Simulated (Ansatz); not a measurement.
```xyz
6

B    -1.5683   -0.3163    0.1402
F    -1.3572   -1.1719    1.0855
Si    0.1496    0.4645   -0.8007
Si    2.2597    0.9112   -1.3849
H     1.5576   -0.1714   -0.1492
H    -2.6489    0.0511   -0.2251
```

Geometry: B3LYP-D3(BJ)/def2-SVP.

Theory: isolated molecule in a Gaussian basis; Kohn-Sham density functional theory, functional PBE0 in Ansatz 0.2.0.

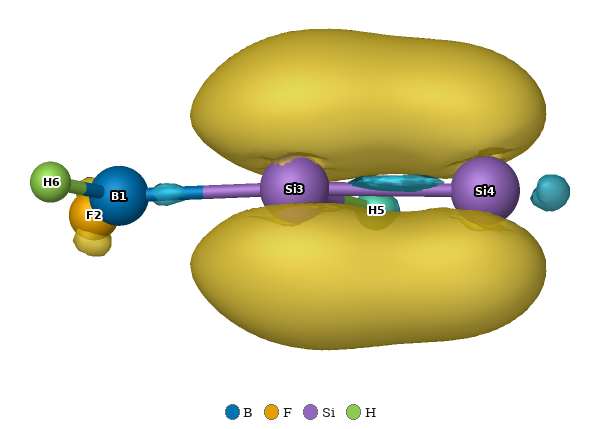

BFH2Si2 (charge +1, doublet). Isosurfaces of the spin density at +0.015 (yellow) and −0.015 e/Å³ (cyan), seen from one side.

Where is the unpaired spin?

The unpaired spin (1 electron) lies mostly on Si3 (about 0.6) and Si4 (about 0.4), in electrons by Hirshfeld's partition.
